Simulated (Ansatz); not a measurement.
# BH₂O (doublet): one geometry, many settings at distance O2–H4 = 0.961 Å

What do other methods and options give for BH₂O (doublet) at this geometry, and how long do they take?

Computed with Ansatz 0.2.0, Gaussian basis. Level: the settings change from run to run.

39 further runs of the same task are left out: 12 for a known fault of the program, 3 for a mislabelled method, 19 that didn't finish, 5 set aside as unsound or not needed.

### 1 What is computed

The geometry derives from a PBE0/def2-TZVP stationary point (not a proven minimum). One bond is set to the value named and the two fragments are kept rigid.

4 atoms, charge 0, spin multiplicity 2.

Atoms are counted from 1 here; the program's logs count them from 0.

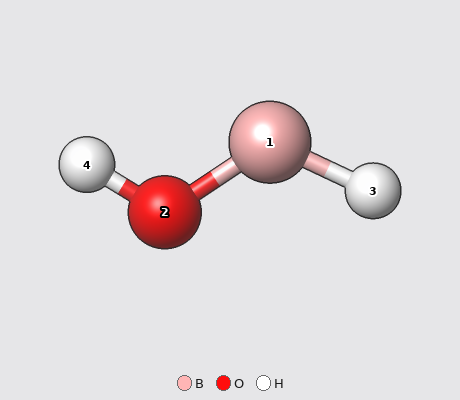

The geometry (boron pink, oxygen red, hydrogen white); atoms are numbered from 1 in the order of the file.

### 2 CISD/6-31G

The input, in.yaml:

```yaml
crystal:
  periodic: [false, false, false]
  atoms:
    - {symbol: B, position_ang: [0.000000, -0.238444, 0.741561]}
    - {symbol: O, position_ang: [0.000000, 0.160716, -0.530327]}
    - {symbol: H, position_ang: [0.000000, 0.558957, 1.639208]}
    - {symbol: H, position_ang: [0.000000, -0.552553, -1.174989]}
basis:
  gaussian: {orbitals: 6-31G, point_charges: [{charge: 1.00, position_ang: [3.611, 0.979, 0.886]}]}
magnetization: {spin_polarized: false, initial_magnetization: 1}
correlation: {active_space: {ras: {orbitals: [5, 1, 14], electrons: 11, max_holes: 2, max_particles: 2}, fixed_orbitals: true}}
```

Started as:

```console
$ ansatz run in.yaml --threads 1 --pin off --events-out ev --progress --plain --max-ram 2393MiB
```

Standard output:

```text
Functional definition: HF
  name "HF"
  cite "Fock, Z. Phys. 61, 126 (1930) doi:10.1007/BF01340294"
  parent pbe
  exchange = exact_x
  correlation = 0
265 factors; integrals over basis functions are off by at most 2.7e-4 eV
mean field evaluation 1: about -2736.6883 eV, gradient 2.6e1 eV
mean field evaluation 2: about -2736.6897 eV, gradient 2.6e1 eV
mean field evaluation 4: about -2738.5232 eV, gradient 2.4e0 eV
mean field evaluation 8: about -2738.5592 eV, gradient 8.3e-2 eV
mean field -2738.55936866 eV, -100.6402005360 hartree, gradient 1.2e-6 eV, S^2 0.750000; 0 other end points of the search recorded, 0 dependent functions left out
reference -2738.55936866 eV, -100.6402005360 hartree; 8, 7 occupied and 14, 15 virtual orbitals, 265 factors
state -2743.10441294 eV, -100.8072278326 hartree
Total energy: -2743.10441294 eV, -100.8072278326 hartree
```

It took 0.42 s on 1 thread of Arm Neoverse V1, shared host.

From the report: 13,110 determinants.

### 3 MP2 on UHF/cc-pVDZ

The input, in.yaml:

```yaml
crystal:
  periodic: [false, false, false]
  atoms:
    - {symbol: B, position_ang: [0.000000, -0.238444, 0.741561]}
    - {symbol: O, position_ang: [0.000000, 0.160716, -0.530327]}
    - {symbol: H, position_ang: [0.000000, 0.558957, 1.639208]}
    - {symbol: H, position_ang: [0.000000, -0.552553, -1.174989]}
basis:
  gaussian: {orbitals: cc-pVDZ}
magnetization: {spin_polarized: true, initial_magnetization: 1}
correlation: {method: mp2, electrons: outside_noble_gas}
accuracy: high
```

Same command.

Standard output:

```text
Functional definition: HF
  name "HF"
  cite "Fock, Z. Phys. 61, 126 (1930) doi:10.1007/BF01340294"
  parent pbe
  exchange = exact_x
  correlation = 0
792 factors; integrals over basis functions are off by at most 3.4e-9 eV
mean field evaluation 1: about -2738.0118 eV, gradient 2.0e1 eV
mean field evaluation 2: about -2738.0132 eV, gradient 2.0e1 eV
mean field evaluation 4: about -2739.9354 eV, gradient 2.4e0 eV
mean field evaluation 8: about -2740.0291 eV, gradient 1.6e-1 eV
mean field -2740.02975815 eV, -100.6942363530 hartree, gradient 1.5e-8 eV, S^2 0.753366; 0 other end points of the search recorded, 0 dependent functions left out
2 core orbitals not correlated: weight in the atoms' cores, before any rotation towards them, 1.000 or more for the frozen orbitals, at most 0.000 for the correlated occupied ones
reference -2740.02975815 eV, -100.6942363530 hartree; 6, 5 occupied and 30, 31 virtual orbitals, 792 factors
second order -6.91872271 eV of doubles, -0.00000000 eV of singles
Total energy: -2746.94848086 eV, -100.9484947229 hartree
```

Run time: 0.33 s. Hardware: 1 thread of Arm Neoverse V1, shared host.

From the report: ⟨S²⟩ of the determinant 0.753 (pure doublet: 0.75).

### 4 CISD/def2-SVP

Edit in.yaml of step 3 so:

```diff
@@ -8,5 +8,4 @@
 basis:
-  gaussian: {orbitals: cc-pVDZ}
-magnetization: {spin_polarized: true, initial_magnetization: 1}
-correlation: {method: mp2, electrons: outside_noble_gas}
-accuracy: high
+  gaussian: {orbitals: def2-SVP}
+magnetization: {spin_polarized: false, initial_magnetization: 1}
+correlation: {active_space: {ras: {orbitals: [5, 1, 30], electrons: 11, max_holes: 2, max_particles: 2}, fixed_orbitals: true}}
```

Same command.

Standard output:

```text
Functional definition: HF
  name "HF"
  cite "Fock, Z. Phys. 61, 126 (1930) doi:10.1007/BF01340294"
  parent pbe
  exchange = exact_x
  correlation = 0
375 factors; integrals over basis functions are off by at most 1.5e-3 eV
mean field evaluation 1: about -2735.7404 eV, gradient 2.8e1 eV
mean field evaluation 2: about -2735.7418 eV, gradient 2.8e1 eV
mean field evaluation 4: about -2737.6756 eV, gradient 2.6e0 eV
mean field evaluation 8: about -2737.7182 eV, gradient 1.2e-1 eV
mean field -2737.71833106 eV, -100.6092929744 hartree, gradient 4.9e-6 eV, S^2 0.750000; 0 other end points of the search recorded, 0 dependent functions left out
reference -2737.71833106 eV, -100.6092929744 hartree; 8, 7 occupied and 30, 31 virtual orbitals, 375 factors
state -2744.66685169 eV, -100.8646463976 hartree
Total energy: -2744.66685169 eV, -100.8646463976 hartree
```

It took 1.4 s on 1 thread of Arm Neoverse V1, shared host.

From the report: 31,235 determinants.

### 5 CISD/cc-pVDZ

Edit in.yaml of step 4 so:

```diff
@@ -8,4 +8,5 @@
 basis:
-  gaussian: {orbitals: def2-SVP}
+  gaussian: {orbitals: cc-pVDZ, point_charges: [{charge: -0.50, position_ang: [3.700, 0.486, -0.654]}]}
 magnetization: {spin_polarized: false, initial_magnetization: 1}
 correlation: {active_space: {ras: {orbitals: [5, 1, 30], electrons: 11, max_holes: 2, max_particles: 2}, fixed_orbitals: true}}
+output: {forces: true}
```

Launched as before.

Standard output (excerpt; [...] marks lines left out):

```text
Functional definition: HF
  name "HF"
  cite "Fock, Z. Phys. 61, 126 (1930) doi:10.1007/BF01340294"
  parent pbe
[...]
346 factors; integrals over basis functions are off by at most 1.0e-3 eV
[...]
mean field -2740.00926896 eV, -100.6934833894 hartree, gradient 1.6e-6 eV, S^2 0.750000; 0 other end points of the search recorded, 0 dependent functions left out
reference -2740.00926896 eV, -100.6934833894 hartree; 8, 7 occupied and 30, 31 virtual orbitals, 346 factors
state -2746.98169553 eV, -100.9497153398 hartree
[...]
Total energy: -2746.98169553 eV, -100.9497153398 hartree
Atom 0 at     0.000000    -0.238444     0.741561 Å, force     0.053508    -0.364689     0.176121 eV/Å
Atom 1 at     0.000000     0.160716    -0.530327 Å, force    -0.174514     0.265274    -0.459828 eV/Å
Atom 2 at     0.000000     0.558957     1.639208 Å, force    -0.007721     0.156595     0.160089 eV/Å
Atom 3 at     0.000000    -0.552553    -1.174989 Å, force     0.138980    -0.022884     0.133623 eV/Å
Dipole moment:     0.056112    -0.166083    -0.299946 e Å
```

Run time: 2.8 s. Hardware: 1 thread of Arm Neoverse V1, shared host.

From the report: 59,286 determinants.

### 6 CCSDTQ on ROHF/STO-3G

The input, in.yaml:

```yaml
crystal:
  periodic: [false, false, false]
  atoms:
    - {symbol: B, position_ang: [0.000000, -0.238444, 0.741561]}
    - {symbol: O, position_ang: [0.000000, 0.160716, -0.530327]}
    - {symbol: H, position_ang: [0.000000, 0.558957, 1.639208]}
    - {symbol: H, position_ang: [0.000000, -0.552553, -1.174989]}
basis:
  gaussian: {orbitals: STO-3G}
magnetization: {spin_polarized: false, initial_magnetization: 1}
correlation: {method: ccsdtq, electrons: valence}
scf: {omitted_lower_state_checks: [cluster_reference]}
output: {forces: true}
```

The command is unchanged.

Standard output (excerpt; [...] marks lines left out):

```text
Functional definition: HF
  name "HF"
  cite "Fock, Z. Phys. 61, 126 (1930) doi:10.1007/BF01340294"
  parent pbe
[...]
187 factors; integrals over basis functions are off by at most 4.2e-8 eV
[...]
mean field -2702.76909607 eV, -99.3249322778 hartree, gradient 1.9e-6 eV, S^2 0.750000; 0 other end points of the search recorded, 0 dependent functions left out
2 core orbitals not correlated: weight in the atoms' cores, before any rotation towards them, 1.000 or more for the frozen orbitals, at most 0.000 for the correlated occupied ones
reference -2702.76909607 eV, -99.3249322778 hartree; 6, 5 occupied and 4, 5 virtual orbitals, 187 factors
second order -1.93719324 eV of doubles, -0.00568678 eV of singles
cycle   1  -2.20122237 eV  change   -2.6e-1 eV  update   8.5e-2
[...]
cycle  17  -2.59269484 eV  change   -6.0e-7 eV  update   2.6e-7
[...]
Total energy: -2705.36179091 eV, -99.4202120558 hartree
Atom 0 at     0.000000    -0.238444     0.741561 Å, force    -0.000000    -0.676193     0.839519 eV/Å
Atom 1 at     0.000000     0.160716    -0.530327 Å, force    -0.000000     3.441966     1.696231 eV/Å
Atom 2 at     0.000000     0.558957     1.639208 Å, force    -0.000000    -0.009840    -0.520296 eV/Å
Atom 3 at     0.000000    -0.552553    -1.174989 Å, force    -0.000000    -2.755933    -2.015454 eV/Å
Dipole moment:     0.000000    -0.240459    -0.325838 e Å
Checks for a lower state left out: cluster_reference
```

Run time: 83 s. Hardware: 1 thread of Arm Neoverse V1, shared host; peak memory 0.59 GiB.

From the report: correlation -2.5927 eV; T1 0.023; largest double amplitude 0.09.

### 7 All runs side by side

Where basis and cores are those of an earlier UCCSDT(Q)/cc-pVDZ run (-2747.6236 eV), and the state is the same kind, the miss against it is given.

| level | correlated | functions | energy (eV) | from UCCSDT(Q) (meV) | time |
| --- | --- | --- | --- | --- | --- |
| CISD/6-31G (beside a point charge) | valence | 22 | -2743.1044 |  | 0.42 s |
| MP2 on UHF/cc-pVDZ | outside noble gas | 38 | -2746.9485 | 675.1 | 0.33 s |
| CISD/def2-SVP | outside noble gas | 38 | -2744.6669 |  | 1.4 s |
| CISD/cc-pVDZ (beside a point charge) | valence | 38 | -2746.9817 |  | 2.8 s |
| CCSDTQ on ROHF/STO-3G | valence | 12 | -2705.3618 |  | 83 s |

### 8 Summary of results

```
quantity                        value
    runs                            5
quickest   MP2 on UHF/cc-pVDZ, 0.33 s
 slowest  CCSDTQ on ROHF/STO-3G, 83 s
```

**Reading.** Total energies in different bases, with other cores or another treatment of relativity can't be set against each other. CCSDTQ on ROHF/STO-3G took 250 times as long as MP2 on UHF/cc-pVDZ; the jobs differ in more than the method.
